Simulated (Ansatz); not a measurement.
Ta: Ta → Nb

Base system: Ta in the bcc (W type) structure (space group Im-3m, No. 229; a = 3.2819 Å).

It is then changed as follows: every Ta is replaced by Nb, then cell and atoms are relaxed.

Calculations: plane-wave PAW DFT at the PBEsol level (Ansatz, a quantum-chemistry and plane-wave program, 420 eV), scalar-relativistic without spin-orbit coupling, earlier PAW set. Γ-centred 20×20×20 mesh, Fermi–Dirac width 0.05 eV.

```json
[
 {"quantity": "lattice parameter a", "base": "3.282 Å", "changed": "3.271 Å", "shift": "-0.011 Å"},
 {"quantity": "shortest interatomic distance", "base": "2.842 Å", "changed": "2.833 Å", "shift": "-0.009 Å"},
 {"quantity": "band gap", "base": "zero", "changed": "zero", "shift": "–"}
]
```

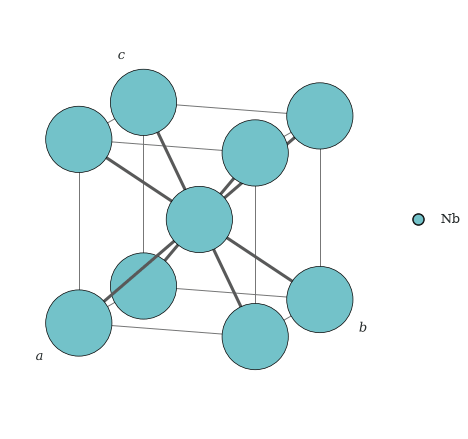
Fig. 1. The relaxed conventional cell after the change

Cost of the whole job for the changed cell (relaxation, final SCF and bands): about 13 core-seconds (a rough figure).

Whether these cells are dynamically stable was not tested. The final runs are not spin-polarised.
